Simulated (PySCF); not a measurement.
Cl$_{5}$Ta, SMILES `Cl[Ta](Cl)(Cl)(Cl)Cl`.

PySCF calculation, TPSSh/def2-TZVP, gas phase; geometry: GFN2-xTB. Core potentials replace the inner electrons of Ta; spin–orbit coupling isn't included. This is a single-reference result, which may miss multireference character in this system. No frequency check shows the geometry to be a minimum. GFN2-xTB bond lengths at metals and heavier atoms can be off by up to 0.1 Å and shapes distorted, which carries into these values.

Coordinates in Å:

```
Cl1      2.3099    0.0015   -0.0006
Ta2     -0.0000    0.0000    0.0001
Cl3      0.0020   -2.1820   -0.5821
Cl4     -0.0020    1.5952   -1.5985
Cl5      0.0000    0.5868    2.1808
Cl6     -2.3099   -0.0017    0.0002
```

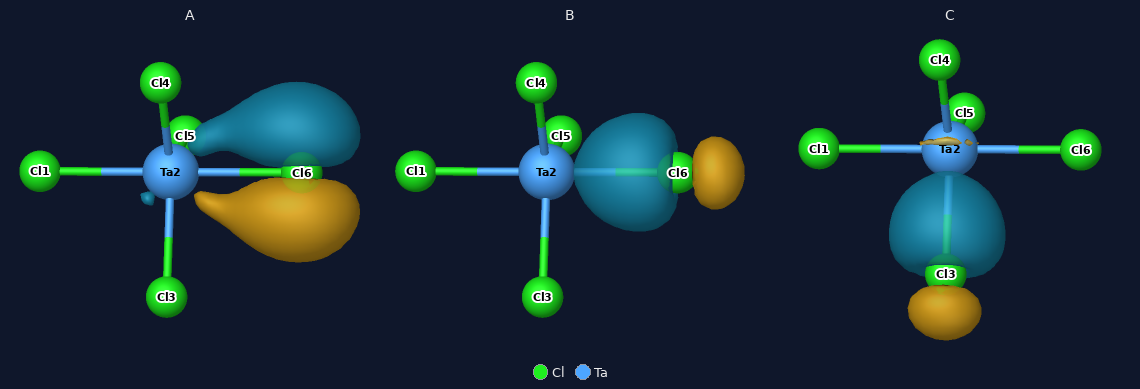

Pipek–Mezey orbitals, occupied; each surface holds about 80 % of the orbital's density. Energies are diagonal elements of the Fock matrix.

Name the orbitals, with their atomic make-up and energies.

Answer. By panel:
- A: lone pair on Cl6 (p-type) (Cl6 95 %, Ta2 4 %; −9.4 eV)
- B: very polar σ bond Cl6–Ta2, mostly on Cl6 (Cl6 90 %, Ta2 10 %; −14.1 eV)
- C: pair mostly on Cl3, shared in part with Ta2 (Cl3 87 %, Ta2 13 %; −14.9 eV)

Which has the smallest and which the largest spatial spread?

Answer. Smallest: B (1.04 Å); largest: A (1.21 Å).
